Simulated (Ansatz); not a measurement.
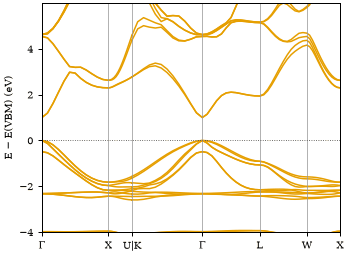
Fig. 1. Band structure from the program Ansatz at the PBEsol with spin–orbit coupling level (PAW)

The gap is 1.00 eV; an edge lies off the plotted path or next to a special point (maximum on the Γ–X line, 1 % of the way from Γ, minimum at Γ).

The material is CuI (zinc blende, space group No. 216).

Space group F-43m (zinc blende). The PBEsol relaxation kept the symmetry of its start. No spin polarisation was allowed.

Potentials: the later of the program's two PAW sets.
